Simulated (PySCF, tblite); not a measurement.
**C3H7FNSi radical: geometry, infrared bands and EPR parameters**

What infrared bands and EPR parameters should C3H7FNSi radical (`F[C@H]1CN[SiH]C1`) show?

Programs: tblite 0.8.0 and PySCF 2.14.0, with density-fitted response routines of our own. Each step states its level of theory. These are calculated values for one molecule in the gas phase, unless marked as measured. Atoms are numbered from 0 throughout.

### 1 The molecule as given

13 atoms, charge 0, multiplicity 2; geometry from: force field or distance geometry start.

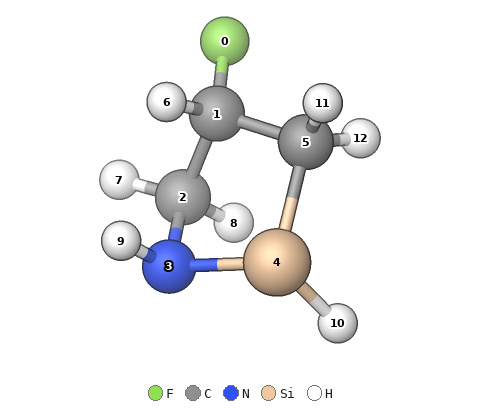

The starting geometry (fluorine green, carbon grey, nitrogen blue, silicon light orange, hydrogen white), atoms numbered; sticks join atoms by distance.

### 2 Relaxing the molecule with GFN2-xTB

Job settings and geometry (Å):

```
{"job": {"kind": "relax", "xc": "GFN2-xTB", "basis": "xTB"}, "charge": 0, "multiplicity": 2}
F     -1.583000     1.338700    -0.866600
C     -0.731900     0.700500    -0.031800
C     -0.789400    -0.819300    -0.191200
N      0.060400    -1.380800     0.833500
Si     1.553400    -0.431300     0.530400
C      0.726500     1.067600    -0.266100
H     -0.978300     0.886400     1.043300
H     -1.831300    -1.137000    -0.059100
H     -0.385200    -1.139900    -1.172500
H     -0.328600    -1.052200     1.768800
H      2.319400    -1.157200    -0.509300
H      1.022800     1.993600     0.240500
H      0.940700     1.131200    -1.337600
```

On the command line:

```console
> OMP_NUM_THREADS=1 python probes_run.py task.json out
```

This one command runs all jobs of the session in turn.

Standard output:

```text
step      E/eV     max force
  0    -525.64086    1.781
  1    -525.75357    0.757
  2    -525.80446    0.589
  3    -525.84169    0.481
  4    -525.86749    0.468
  5    -525.88939    0.367
  6    -525.90811    0.401
  7    -525.92902    0.410
  8    -525.94795    0.420
  9    -525.96533    0.388
 10    -525.97989    0.241
 11    -525.99172    0.355
 12    -526.00441    0.496
 13    -526.01745    0.433
 14    -526.02640    0.249
 15    -526.03284    0.245
 16    -526.03922    0.219
 17    -526.04470    0.271
 18    -526.04921    0.287
 19    -526.05366    0.222
 20    -526.05857    0.228
 21    -526.06480    0.228
 22    -526.06972    0.205
 23    -526.07588    0.236
 24    -526.08151    0.225
 25    -526.08697    0.183
 26    -526.09109    0.169
 27    -526.09243    0.463
 28    -526.09693    0.194
 29    -526.10017    0.148
 30    -526.10720    0.276
 31    -526.10869    0.154
 32    -526.11174    0.157
 33    -526.11464    0.159
 34    -526.11834    0.215
 35    -526.12073    0.206
 36    -526.12326    0.370
 37    -526.12764    0.203
 38    -526.13278    0.145
 39    -526.13645    0.158
 40    -526.14021    0.240
 41    -526.14188    0.126
 42    -526.14320    0.256
 43    -526.14477    0.124
 44    -526.14694    0.083
 45    -526.14831    0.094
 46    -526.14939    0.090
 47    -526.15013    0.071
 48    -526.15095    0.060
 49    -526.15166    0.112
 50    -526.15236    0.092
 51    -526.15318    0.092
 52    -526.15420    0.077
 53    -526.15500    0.095
 54    -526.15595    0.102
 55    -526.15689    0.098
 56    -526.15807    0.093
 57    -526.15933    0.092
 58    -526.16031    0.081
 59    -526.16084    0.062
 60    -526.16118    0.047
 61    -526.16144    0.032
 62    -526.16165    0.032
 63    -526.16178    0.038
 64    -526.16186    0.039
 65    -526.16193    0.037
 66    -526.16203    0.034
 67    -526.16214    0.029
 68    -526.16224    0.023
 69    -526.16230    0.016
 70    -526.16234    0.015
 71    -526.16238    0.015
 72    -526.16242    0.015
 73    -526.16248    0.018
 74    -526.16254    0.024
 75    -526.16262    0.024
 76    -526.16270    0.021
 77    -526.16279    0.022
 78    -526.16288    0.021
 79    -526.16295    0.020
 80    -526.16300    0.017
 81    -526.16305    0.017
 82    -526.16311    0.014
 83    -526.16315    0.011
 84    -526.16316    0.008
```

It took 0.43 s on 1 thread of Arm Neoverse V1, shared host.

Along the way: (not every step is listed)

| step | energy from step 0 (eV) | largest force (eV/Å) |
| --- | --- | --- |
| 0 | 0.0000 | 1.7813 |
| 1 | -0.1127 | 0.7566 |
| 2 | -0.1636 | 0.5895 |
| 3 | -0.2008 | 0.4809 |
| 4 | -0.2266 | 0.4681 |
| 5 | -0.2485 | 0.3671 |
| 6 | -0.2672 | 0.4013 |
| 7 | -0.2882 | 0.4104 |
| 8 | -0.3071 | 0.4201 |
| 15 | -0.3920 | 0.2451 |
| 22 | -0.4289 | 0.2045 |
| 29 | -0.4593 | 0.1482 |
| 36 | -0.4824 | 0.3698 |
| 43 | -0.5039 | 0.1241 |
| 50 | -0.5115 | 0.0918 |
| 57 | -0.5185 | 0.0917 |
| 64 | -0.5210 | 0.0390 |
| 71 | -0.5215 | 0.0150 |
| 78 | -0.5220 | 0.0215 |
| 79 | -0.5221 | 0.0201 |
| 80 | -0.5221 | 0.0175 |
| 81 | -0.5222 | 0.0169 |
| 82 | -0.5222 | 0.0139 |
| 83 | -0.5223 | 0.0110 |
| 84 | -0.5223 | 0.0077 |

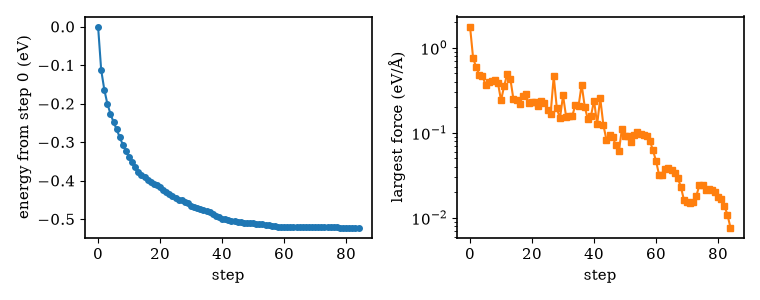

Energy and largest force along the relaxation.

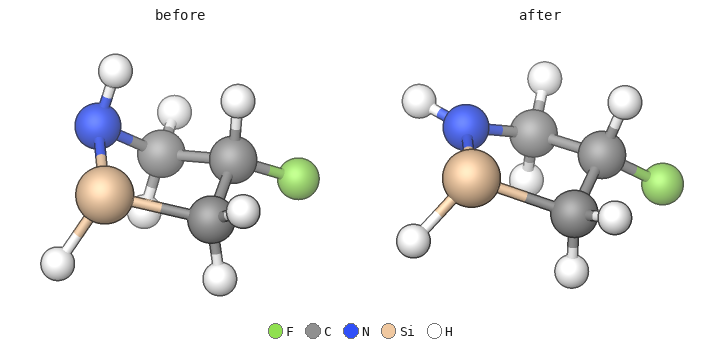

The geometry before (left) and after (right).

Close pairs (by a distance rule), those that changed most:

| bond | before (Å) | after (Å) | change (Å) |
| --- | --- | --- | --- |
| N3–Si4 | 1.795 | 1.720 | -0.075 |
| N3–H9 | 1.065 | 1.005 | -0.060 |
| F0–C1 | 1.352 | 1.384 | +0.031 |
| C1–H6 | 1.119 | 1.097 | -0.022 |
| Si4–C5 | 1.888 | 1.907 | +0.019 |
| Si4–H10 | 1.481 | 1.467 | -0.014 |
| C5–H11 | 1.096 | 1.087 | -0.010 |
| C2–H8 | 1.109 | 1.100 | -0.008 |

The end geometry stands in the next job.

### 3 Infrared spectrum with GFN2-xTB

Job settings and geometry (Å):

```
{"job": {"kind": "ir", "xc": "GFN2-xTB", "basis": "xTB"}, "charge": 0, "multiplicity": 2}
F     -1.499905     1.356832    -1.075569
C     -0.728726     0.801877    -0.069828
C     -0.960749    -0.708955    -0.022250
N      0.139802    -1.265644     0.720395
Si     1.568715    -0.309023     0.746183
C      0.747076     1.064220    -0.291894
H     -1.070163     1.267594     0.862524
H     -1.920480    -0.942657     0.448851
H     -0.986318    -1.088959    -1.054498
H      0.025043    -2.213906     1.031288
H      2.697419    -0.964641     0.075552
H      1.008011     2.088537    -0.039697
H      0.975887     0.915212    -1.348786
```

Standard output:

```text
mode    cm-1     km/mol
  1     100.7      4.18
  2     136.7     11.31
  3     300.0     75.41
  4     340.6      5.09
  5     391.3     29.00
  6     450.8      6.85
  7     508.4     30.28
  8     544.7     13.67
  9     557.7     36.69
 10     772.0     47.27
 11     796.9     28.48
 12     838.7     83.47
 13     898.0     22.00
 14     977.7     14.35
 15    1029.1     99.97
 16    1084.2     11.21
 17    1116.7      1.99
 18    1144.7     52.80
 19    1195.2      5.49
 20    1208.4      9.03
 21    1237.2     48.25
 22    1293.5     19.30
 23    1311.6     11.19
 24    1352.4     17.40
 25    1481.6      1.39
 26    1497.0      1.53
 27    2192.3    332.98
 28    2863.1     42.81
 29    2919.5     53.53
 30    2943.2     57.27
 31    2971.4     36.34
 32    3027.9     23.88
 33    3501.0      0.66
```

Wall time 0.32 s (1 thread of Arm Neoverse V1, shared host).

Which atoms move in the most intense modes:

| cm⁻¹ | km/mol | atoms |
| --- | --- | --- |
| 300 | 75.4 | H9 89 % |
| 839 | 83.5 | N3 40 %, Si4 30 %, C2 10 % |
| 1029 | 100.0 | C1 53 %, F0 25 % |
| 1145 | 52.8 | C2 25 %, C1 17 %, N3 16 %, C5 12 % |
| 1237 | 48.2 | H9 22 %, C2 21 %, N3 21 %, H7 13 % |
| 2192 | 333.0 | H10 97 % |
| 2920 | 53.5 | H6 90 % |
| 2943 | 57.3 | H7 89 % |

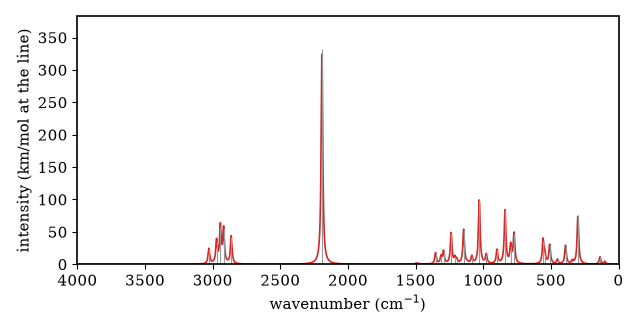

The infrared spectrum from these modes, unscaled. Lines are broadened to a width of 14 cm⁻¹ (Lorentzian).

### 4 g tensor and hyperfine couplings: B3LYP/pcH-1

Same as in step 3 but for these lines:

```diff
@@ -1,2 +1,2 @@
-{"job": {"kind": "ir", "xc": "GFN2-xTB", "basis": "xTB"}, "charge": 0, "multiplicity": 2}
+{"job": {"kind": "epr", "basis": "pcH-1"}, "charge": 0, "multiplicity": 2}
 F     -1.499905     1.356832    -1.075569
```

Method: UKS B3LYP, pcH-1 on C F H N Si, non-relativistic, mean-field spin-orbit, GIAO.

Standard output:

```text
UKS, coarse grid
  cycle   1  E = -562.53939229  |g| = 4.65e-01
  cycle   2  E = -562.44598364  |g| = 6.86e-01
  cycle   3  E = -562.61664094  |g| = 7.34e-02
  cycle   4  E = -562.61828847  |g| = 4.29e-02
  cycle   5  E = -562.61907735  |g| = 7.24e-03
  cycle   6  E = -562.61909366  |g| = 3.58e-03
  cycle   7  E = -562.61909893  |g| = 8.35e-04
UKS, final grid
  cycle   1  E = -562.61914253  |g| = 1.16e-03
  cycle   2  E = -562.61914148  |g| = 2.01e-03
  cycle   3  E = -562.61914315  |g| = 1.24e-04
  cycle   4  E = -562.61914316  |g| = 4.43e-05
  cycle   5  E = -562.61914316  |g| = 1.80e-05
E = -562.61914316 Eh   <S^2> = 0.7519 (exact 0.7500)
g shifts (ppm)      1          2          3
  rmc          -153       -153       -153
  gc             56         25         75
  oz_so        -381        231       1580
  total        -478        103       1503
hyperfine (MHz)  atom isotope    a_iso     a_fc   dipolar eigenvalues
    0   19F       8.16       8.14     -5.11     -4.46      9.58
    1   13C       3.87       3.86     -0.82      0.05      0.78
    2   13C       3.75       3.75     -1.75     -1.17      2.92
    3   14N      21.27      21.24     -8.15     -7.72     15.87
    4  29Si    -565.80    -566.64   -136.46     65.25     71.21
    5   13C      23.29      23.28     -4.98     -4.28      9.27
    6    1H      -0.31      -0.32     -1.79     -1.68      3.47
    7    1H      -0.62      -0.62     -2.15     -1.72      3.86
    8    1H      28.66      28.66     -1.82     -1.07      2.89
    9    1H     -11.46     -11.49     -8.99     -4.63     13.62
   10    1H     182.21     182.21     -7.20      0.43      6.77
   11    1H       3.43       3.43     -4.13     -2.49      6.62
   12    1H      23.92      23.92     -3.98      0.32      3.66
```

Wall time 48 s (1 thread of Arm Neoverse V1, shared host); peak memory 0.82 GiB.

Principal g values 2.00184, 2.00242, 2.00382; g(iso) = 2.00270, against 2.00232 for a free electron.

Hyperfine couplings, nucleus by nucleus at this fixed geometry (no averaging over rotations):

| nuclei | isotope | a(iso) (MHz) | a(iso) (G, at g = 2.0023) | largest dipolar term (MHz) |
| --- | --- | --- | --- | --- |
| Si4 | 29Si | -565.8 | -201.9 | -136.5 |
| H10 | 1H | 182.2 | 65.0 | -7.2 |
| H8 | 1H | 28.7 | 10.2 | 2.9 |
| H12 | 1H | 23.9 | 8.5 | -4.0 |
| C5 | 13C | 23.3 | 8.3 | 9.3 |
| N3 | 14N | 21.3 | 7.6 | 15.9 |
| H9 | 1H | -11.5 | -4.1 | 13.6 |
| F0 | 19F | 8.2 | 2.9 | 9.6 |
| C1 | 13C | 3.9 | 1.4 | -0.8 |
| C2 | 13C | 3.7 | 1.3 | 2.9 |
| H11 | 1H | 3.4 | 1.2 | 6.6 |
| H7 | 1H | -0.6 | -0.2 | 3.9 |
| H6 | 1H | -0.3 | -0.1 | 3.5 |

Mulliken spin populations:

F0 0.00; C1 0.00; C2 0.00; N3 0.12; Si4 0.76; C5 0.02; H6 0.00; H7 0.00; H8 0.01; H9 -0.01; H10 0.09; H11 0.00; H12 0.01

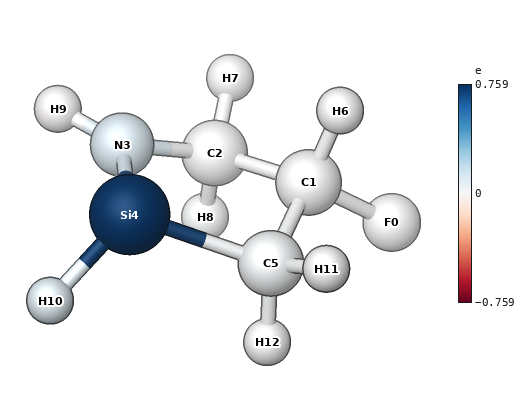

Mulliken spin populations, as colours on the atoms.

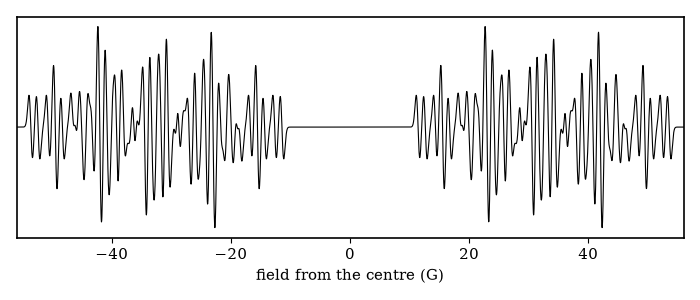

First-order isotropic spectrum (first derivative, main isotopes with spin only, couplings over 0.8 MHz, Gaussian width 0.3 G; couplings of the frozen geometry, rotation of groups not averaged beyond the rows shown).

Orbitals, density, ELF and potential are computed afterwards from the orbital file.

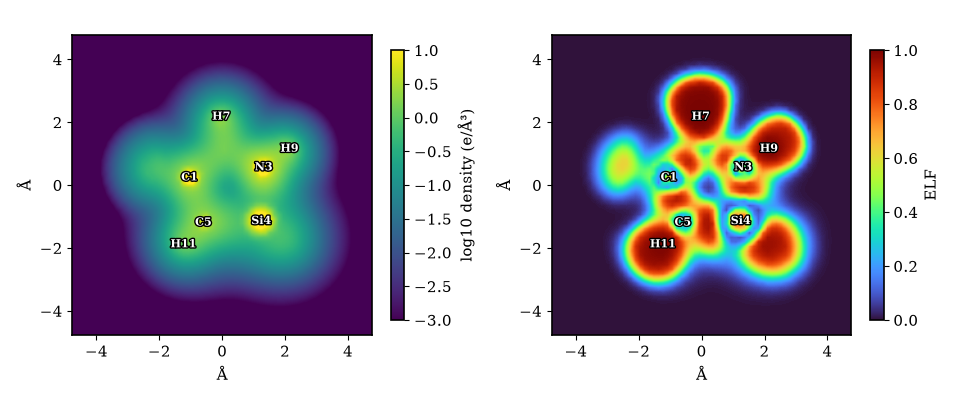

Density (left) and ELF (right) in a plane through or near 7 of the atoms.

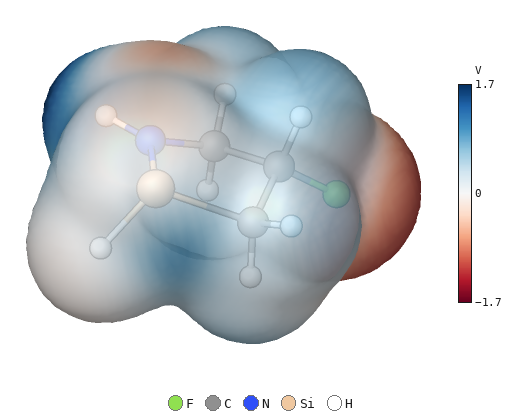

The potential that a unit positive charge feels on the 0.002 e/bohr³ surface, from -1.11 V near F0 to 1.70 V near H9.

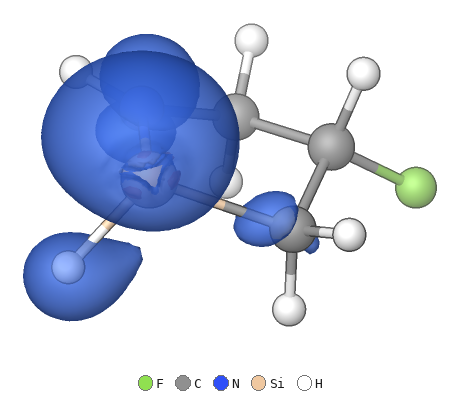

Spin density at ±0.03 e/Å³ (alpha excess blue, beta excess red).

### 5 Results

| quantity | value |
| --- | --- |
| strongest single infrared mode (GFN2-xTB) | 2192 cm⁻¹, 333 km/mol |
| zero-point energy (GFN2-xTB) | 61.4 kcal/mol |
| g(iso) (B3LYP) | 2.00270 |
| ⟨S²⟩ | 0.752 (exact 0.75) |
| largest a(iso) | 29Si on Si4, -565.8 MHz |
| potential on the surface of density 0.002 e/bohr³, 1st and 99th percentile | -1.11 V and 1.70 V |

**Reading.** Relaxing lowered the energy by 0.522 eV in 84 steps; the close pair that moved most is N3–Si4, from 1.795 to 1.720 Å. No mode is imaginary among the 33: a minimum at this level. The strongest single mode, at 2192 cm⁻¹, moves mainly H10. Unscaled tight-binding wavenumbers are off by several per cent, some by more. Its intensities can rank the bands wrongly. Most of the unpaired spin sits on Si4 (0.76 e). The isotropic g lies 0.4 ppt above the free-electron value. These values are for one conformer; the search (at its own cheap level) found 2 more, at 0.07, 0.07 kcal/mol, and measured spectra average over such forms.
